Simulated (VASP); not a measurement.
Band structure of Tm (hcp). Level of theory: optB86b-vdW, VASP's PBE PAW potentials (set 64) (plane waves; VASP 6.6.1).

The 4f electrons are frozen in the core of the lanthanide potential, so 4f levels, which can set the real gap, and their magnetism are missing.

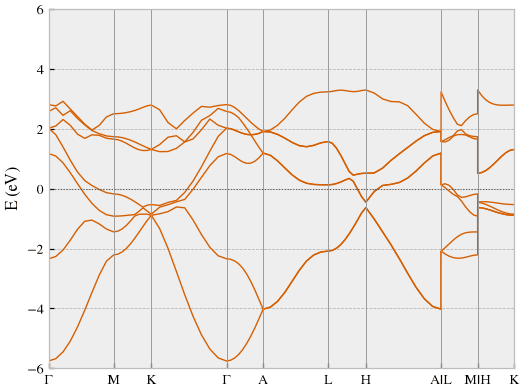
Figure: Bands along high-symmetry lines, zero at the valence-band maximum or, without a gap, the Fermi level

### Question
Read the plot: is there a gap, and where are the band edges?

### Answer
It has no gap at this level: it comes out as a metal or semimetal. (Edges off the drawn lines would not show.)

The compound is Tm in the hcp structure. It was relaxed first.
